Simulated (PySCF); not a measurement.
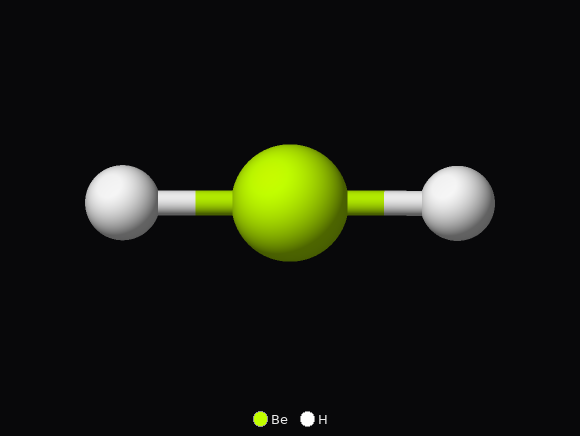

Ball-and-stick drawing of a structure.

The computed structure is the end point of a PBE0-D3(BJ)/def2-SVP optimisation. No frequency run is at hand to confirm it as a minimum.

Question: What is the molecular formula?

Answer: BeH₂, 3 atoms: 1 beryllium and 2 hydrogen.

Question: How many bonds of each kind are drawn?

Answer: 2 Be–H.

Question: Write the SMILES.

Answer: [BeH2]

Question: Give the symmetry (Schoenflies symbol).

Answer: D∞h.

The parts below concern this one geometry. Atoms keep their numbers from picture to picture.

**NMR shielding**

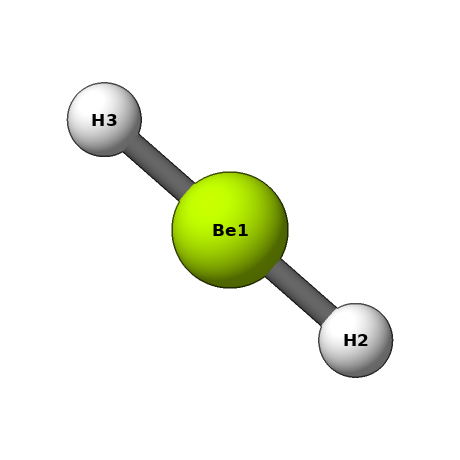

No frequency run is at hand to confirm it as a minimum. Properties computed with GIAO B3LYP/pcSseg-1 NMR shielding, non-relativistic, gas phase (PySCF 2.14.0). Principal shieldings σ11 ≤ σ22 ≤ σ33, span Ω = σ33 − σ11, skew κ = 3(σiso − σ22)/Ω.

Give the shielding tensors of the Be atoms.

```
atom   σ11   σ22    σ33  σiso      Ω     κ
 Be1  42.9  42.9  149.3  78.3  106.4  1.00
```

Shieldings and span in ppm.

**Excitation**

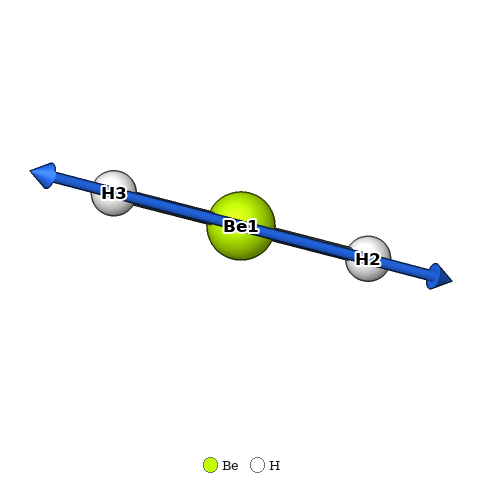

The double arrow shows the direction of the transition dipole to excited singlet state 9 (its length means nothing). No frequency run is at hand to confirm it as a minimum. Method: TDDFT ωB97X-D/def2-SVPD, vertical, gas phase, core orbitals frozen in the response (PySCF 2.14.0).

Question: How is the transition polarised?

Answer: Along the molecular axis.

Question: Give its energy, strength and character.

Answer: 10.06 eV (123 nm), oscillator strength 0.41, mainly HOMO−1 → LUMO+2 (weight 0.52); transition dipole 3.28 D.

**Core levels**

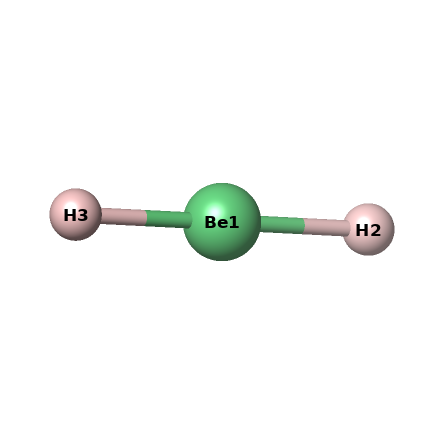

No frequency run is at hand to confirm it as a minimum. Level of theory: delta-SCF UKS SCAN, pcX-2 on the ionised atom (unc-x2c-TZVPall on a metal), pcseg-1 elsewhere, spin-free X2C (PySCF 2.14.0).

Give the core-electron binding energies (to vacuum) of Be1 1s.

```tsv
atom	level	binding energy (eV)
Be1	1s	121.8
```
